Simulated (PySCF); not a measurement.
# RuO(OH)₂: relaxation and vibrations of the triplet

Aim: relax RuO(OH)₂ as a triplet from a trigonal pyramidal start, check by its vibrations whether the end is a minimum, and collect its spectrum and constants.

Program: PySCF 2.14.0. Level of theory: PBE0, basis Ru def2-TZVP with ECP28, O def2-TZVP, H def2-TZVP, scalar-relativistic core potentials, no spin–orbit coupling, density fitting. These are calculated values, not measurements.

### 1 Starting geometry

6 atoms, charge 0, spin multiplicity 3.

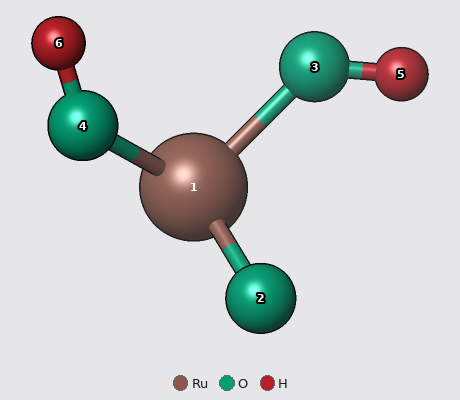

As it starts; ruthenium brown, oxygen teal, hydrogen red; atoms are numbered from 1 in the order of the file.

Coordinates in bohr (charge 0 multiplicity 3):
```
Ru    0.0000    0.0000    0.0000
O     2.8531    0.0000    1.5171
O    -1.5685    2.7167    1.6679
O    -1.5685   -2.7167    1.6679
H    -0.8797    4.3031    2.2153
H    -3.2868   -2.9134    2.2153
```

### 2 Finding the electronic state

One driver script runs all steps and calls PySCF; scf.py shows how it sets up the SCF of each step. The optimiser is the driver's own. After this first run the driver tries any further starts and a stability analysis.

scf.py reads:

```python
from pyscf import gto, scf, dft
mol = gto.M(atom='''
Ru     0.000000     0.000000     0.000000
O      1.509800     0.000000     0.802800
O     -0.830000     1.437600     0.882600
O     -0.830000    -1.437600     0.882600
H     -0.465500     2.277100     1.172300
H     -1.739300    -1.541700     1.172300''',
    basis={'Ru': 'def2-TZVP', 'O': 'def2-TZVP', 'H': 'def2-TZVP'},
    ecp={'Ru': 'def2-TZVP'},
    charge=0, spin=2)
mf = dft.UKS(mol, xc='PBE0')
mf.grids.atom_grid = (50, 194)
aux = {'Ru': 'def2-universal-JKFIT', 'O': 'def2-universal-JKFIT', 'H': 'def2-universal-JKFIT'}
mf = mf.density_fit(auxbasis=aux)
mf.conv_tol = 1e-08
mf.diis_space = 10
mf.max_cycle = 60
mf.init_guess = 'minao'
mf.verbose = 4
mf.kernel()
```

Started as:

```
$ OMP_NUM_THREADS=4 python axn.py task.json out
```

The program printed:

```text
init E= -313.68685090484
[... the frontier-level lines of each cycle are left out ...]
cycle= 1 E= -321.262695047662  delta_E= -7.58  |g|= 0.855  |ddm|= 3.11
cycle= 2 E= -320.760152951323  delta_E= 0.503  |g|= 1.42  |ddm|= 1.67
cycle= 3 E= -321.520631564568  delta_E= -0.76  |g|= 0.33  |ddm|= 1.19
cycle= 4 E= -321.5431569612  delta_E= -0.0225  |g|= 0.24  |ddm|= 0.254
cycle= 5 E= -321.558622011221  delta_E= -0.0155  |g|= 0.129  |ddm|= 0.163
cycle= 6 E= -321.564818046721  delta_E= -0.0062  |g|= 0.0237  |ddm|= 0.0729
cycle= 7 E= -321.565047904809  delta_E= -0.00023  |g|= 0.00765  |ddm|= 0.0207
cycle= 8 E= -321.565097164408  delta_E= -4.93e-05  |g|= 0.00769  |ddm|= 0.0127
cycle= 9 E= -321.565145932429  delta_E= -4.88e-05  |g|= 0.00232  |ddm|= 0.00937
cycle= 10 E= -321.565176225042  delta_E= -3.03e-05  |g|= 0.00132  |ddm|= 0.0126
cycle= 11 E= -321.565190937804  delta_E= -1.47e-05  |g|= 0.000764  |ddm|= 0.0102
cycle= 12 E= -321.565197785712  delta_E= -6.85e-06  |g|= 0.000489  |ddm|= 0.00783
cycle= 13 E= -321.565200852472  delta_E= -3.07e-06  |g|= 0.000344  |ddm|= 0.0057
cycle= 14 E= -321.56520209731  delta_E= -1.24e-06  |g|= 0.000236  |ddm|= 0.00385
cycle= 15 E= -321.565202603349  delta_E= -5.06e-07  |g|= 0.000311  |ddm|= 0.00232
cycle= 16 E= -321.565202744067  delta_E= -1.41e-07  |g|= 0.000158  |ddm|= 0.000858
cycle= 17 E= -321.565202972851  delta_E= -2.29e-07  |g|= 0.000104  |ddm|= 0.00153
cycle= 18 E= -321.565203078732  delta_E= -1.06e-07  |g|= 5.59e-05  |ddm|= 0.00126
cycle= 19 E= -321.565203114881  delta_E= -3.61e-08  |g|= 5.06e-05  |ddm|= 0.000706
cycle= 20 E= -321.565203126302  delta_E= -1.14e-08  |g|= 3.59e-05  |ddm|= 0.000414
cycle= 21 E= -321.565203130673  delta_E= -4.37e-09  |g|= 1.72e-05  |ddm|= 0.000194
Extra cycle  E= -321.565203131754  delta_E= -1.08e-09  |g|= 2.11e-05  |ddm|= 6.53e-05
converged SCF energy = -321.565203131754  <S^2> = 2.0206756  2S+1 = 3.0137522
```

This step, with its further starts and checks, needed 26 s of wall time on 4 threads of AMD EPYC 9B14 (Zen 4), shared host.

The starts that the driver tried:

```csv
start,energy (Eh)
the minimal-basis guess,-321.565203
a thermally smeared density,-321.565203
a smeared PBE density,-321.565203
```

The test of internal stability and the other starts found no lower solution of this spin.

### 3 Relaxation: trigonal pyramidal start, triplet

The program finds C1 symmetry in the start. The walk stops when the largest gradient is under 0.0003 Eh/bohr and the energy has settled too.

scf.py: that of step 2 with these lines changed.

```diff
@@ -3,6 +3,6 @@
-Ru     0.000000     0.000000     0.000000
-O      1.509800     0.000000     0.802800
-O     -0.830000     1.437600     0.882600
-O     -0.830000    -1.437600     0.882600
-H     -0.465500     2.277100     1.172300
-H     -1.739300    -1.541700     1.172300''',
+Ru     0.030443    -0.004879    -0.285955
+O      1.540243    -0.004879     0.516845
+O     -0.799557     1.432721     0.596645
+O     -0.799557    -1.442479     0.596645
+H     -0.435057     2.272221     0.886345
+H     -1.708857    -1.546579     0.886345''',
@@ -19 +18,0 @@
-mf.init_guess = 'minao'
```

Steps of the walk (not every step is listed):

```csv
step,energy (Eh),change (kJ/mol),largest gradient (Eh/bohr)
0,-321.565203,0.00,0.06883
1,-321.588821,-62.01,0.03740
2,-321.604340,-102.75,0.02119
3,-321.605640,-106.17,0.03334
4,-321.608326,-113.22,0.01679
5,-321.609506,-116.32,0.00819
6,-321.610762,-119.62,0.01644
7,-321.612079,-123.07,0.01988
8,-321.612780,-124.91,0.01824
9,-321.613790,-127.57,0.01381
10,-321.614628,-129.76,0.01764
12,-321.615462,-131.96,0.02275
14,-321.617309,-136.80,0.02042
16,-321.618309,-139.43,0.01980
18,-321.619866,-143.52,0.01683
20,-321.621151,-146.89,0.00529
22,-321.621844,-148.71,0.00805
24,-321.622595,-150.68,0.00613
26,-321.622969,-151.67,0.00610
28,-321.623932,-154.19,0.00978
30,-321.624627,-156.02,0.00341
31,-321.624710,-156.24,0.00239
32,-321.624737,-156.31,0.00128
33,-321.624755,-156.35,0.00143
34,-321.624771,-156.39,0.00061
35,-321.624775,-156.41,0.00077
36,-321.624777,-156.41,0.00025
```

The walk took 2.7 min.

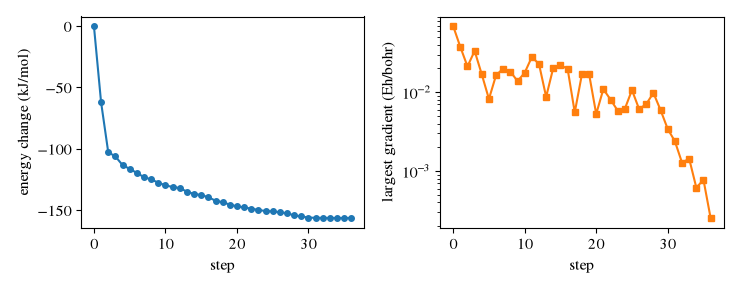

How energy and gradient fall.

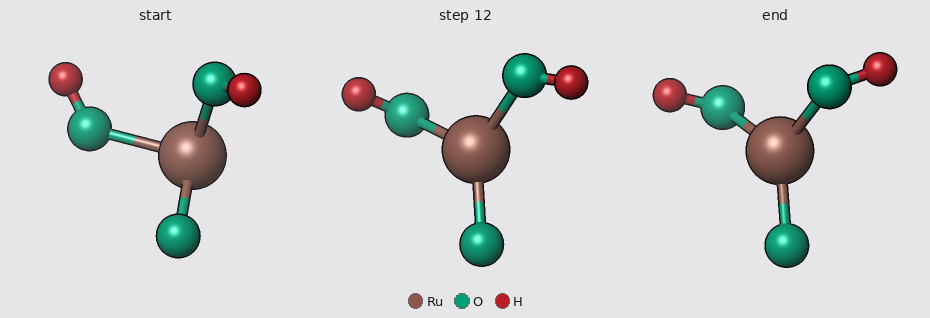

The geometry along the walk, at one scale.

End point (C2, 36 steps, 156.4 kJ/mol gained): O–H 0.963 Å (×2), Ru–O 1.659 Å, Ru–O 1.857 Å (×2); H–O–Ru 116.9° (×2), O–Ru–O 119.4°, O–Ru–O 120.3° (×2).

### 4 Is it a minimum? Harmonic modes

The point is checked on the finer grid, and tightened if its gradient asks for it. The Hessian and the dipole derivatives come from central differences of analytic gradients, with steps of 0.02 bohr.

scf.py: that of step 3 with these lines changed.

```diff
@@ -3,6 +3,6 @@
-Ru     0.030443    -0.004879    -0.285955
-O      1.540243    -0.004879     0.516845
-O     -0.799557     1.432721     0.596645
-O     -0.799557    -1.442479     0.596645
-H     -0.435057     2.272221     0.886345
-H     -1.708857    -1.546579     0.886345''',
+Ru     0.038359    -0.006374    -0.001601
+O      1.673420    -0.278066    -0.069844
+O     -0.615829     1.668197     0.464830
+O     -1.156989    -1.373615    -0.390837
+H     -0.809209     2.276313    -0.256589
+H     -1.477171    -1.896394     0.352017''',
@@ -13 +13 @@
-mf.grids.atom_grid = (50, 194)
+mf.grids.atom_grid = (75, 302)
@@ -16 +16 @@
-mf.conv_tol = 1e-08
+mf.conv_tol = 1e-10
```

The driver hands on the density of the step before, so the log starts near convergence.

SCF at the final geometry:

```text
init E= -321.624763911893
[... the frontier-level lines of each cycle are left out ...]
cycle= 1 E= -321.62476391189  delta_E= 3.52e-12  |g|= 2.9e-06  |ddm|= 1.79e-06
Extra cycle  E= -321.624763911857  delta_E= 3.27e-11  |g|= 9.87e-06  |ddm|= 5.74e-06
converged SCF energy = -321.624763911857  <S^2> = 2.0069581  2S+1 = 3.0046352
```

The whole step took 2.5 min.

Geometry: C2; O–H 0.963 Å (×2), Ru–O 1.659 Å, Ru–O 1.857 Å (×2); H–O–Ru 116.9° (×2), O–Ru–O 119.3°, O–Ru–O 120.3° (×2).

Modes, for the most abundant isotopes:

```tsv
symmetry	ω (cm⁻¹)	IR (km/mol)	μ (u)
a	188	0.1	6.73
b	212	9.6	8.09
b	242	2.2	12.30
a	473	171	1.12
b	505	65.0	1.12
a	675	82.9	14.24
b	708	210	15.84
a	826	23.7	1.07
b	878	106	1.12
a	1018	142	17.73
b	3830	164	1.07
a	3832	34.4	1.07
```

Every mode is real; the point is a minimum.

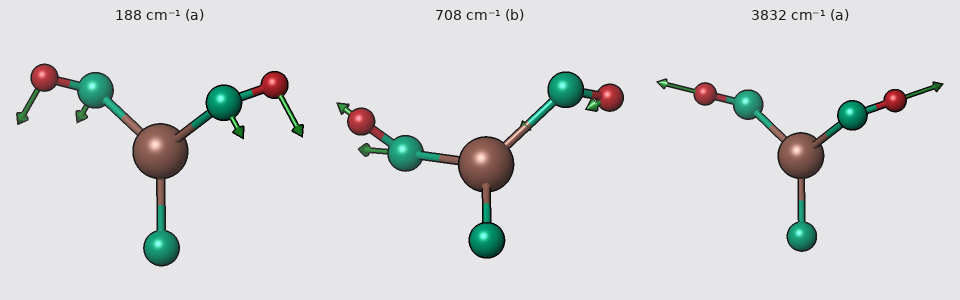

How the atoms move in 3 of the modes.

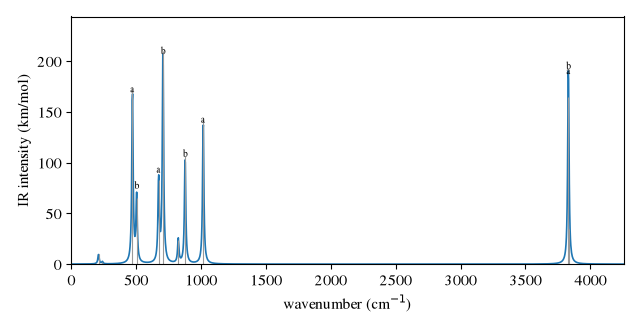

The harmonic infrared spectrum (widths in cm⁻¹). Lines are broadened to a width of 12 cm⁻¹ (Lorentzian).

Constants and moments:

```yaml
Dipole_moment: 1.78 D
Highest_occupied_level: -7.29 eV
Lowest_empty_level: -3.68 eV
Rotational_constants: 0.2212, 0.1845, 0.1022 cm⁻¹
Zero-point_energy: 80.1 kJ/mol
Principal_polarisabilities: 31.1, 50.2, 51.5 bohr³
Atomisation_energy_without_zero-point_energy: 2028 kJ/mol
Principal_traceless_quadrupole_moments_about_the_centre_of_mass: -6.92, -5.67, 12.59 D Å
Entropy_at_298.15_K_and_1_bar_electronic_part_spin_only: 317.0 J/(mol K)
Heat_capacity_Cp_at_298.15_K: 80.1 J/(mol K)
Enthalpy_at_298.15_K_above_0_K: 16.44 kJ/mol
Rotational_symmetry_number: 2
Spin_squared_⟨S²⟩: 2.007
```

Populations by atom (charges in e):

```
atom  Mulliken  Löwdin  polar tensor  spin (Mulliken)  Mayer order to Ru1
 Ru1      1.30    0.62          1.60             1.58                   –
  O2     -0.55   -0.27         -0.63             0.40                1.79
O3,4     -0.72   -0.34         -0.76             0.00                0.84
H5,6      0.34    0.16          0.28             0.01                0.01
```

Outer orbital energies (eV). α occupied: -11.95, -11.78, -9.95, -9.86, -9.38, -8.23, -8.09, -7.29; empty: -2.10, -1.98, -0.09, 0.24. β occupied: -12.38, -11.88, -11.06, -10.40, -9.78, -9.72, -9.36, -7.49; empty: -3.68, -2.73, -1.51, -1.38.

Mulliken populations on Ru1 (outside its core potential): s 2.33, p 6.20, d 6.14, f 0.03.

### 5 Results

```
                                          quantity                                                                                                          value
                                           minimum                                                                                                    triplet, C2
                                          geometry       O–H 0.963 Å (×2), Ru–O 1.659 Å, Ru–O 1.857 Å (×2); H–O–Ru 116.9° (×2), O–Ru–O 119.3°, O–Ru–O 120.3° (×2)
                                wavenumbers (cm⁻¹)  188 (a), 212 (b), 242 (b), 473 (a), 505 (b), 675 (a), 708 (b), 826 (a), 878 (b), 1018 (a), 3830 (b), 3832 (a)
                                     dipole moment                                                                                                         1.78 D
highest occupied, lowest empty level (either spin)                                                                                                -7.29, -3.68 eV
                        polar-tensor charge of Ru1                                                                                                        +1.60 e
                                 zero-point energy                                                                                                    80.1 kJ/mol
                               entropy at 298.15 K                                                                                                317.0 J/(mol K)
         atomisation energy (no zero-point energy)                                                                                                    2028 kJ/mol
                                              ⟨S²⟩                                                                                                          2.007
```

From C1 at the start the molecule goes to a C2 minimum. In the infrared the band at 708 cm⁻¹ (b) leads. Most of the spin sits on Ru1 (Mulliken spin 1.58, against 2 for the whole molecule). Other starts or spin states, not run here, may lie lower. Open d and f shells are described by one determinant, and the ground state may have another occupation or spin.

The search up to here took 5.6 min.
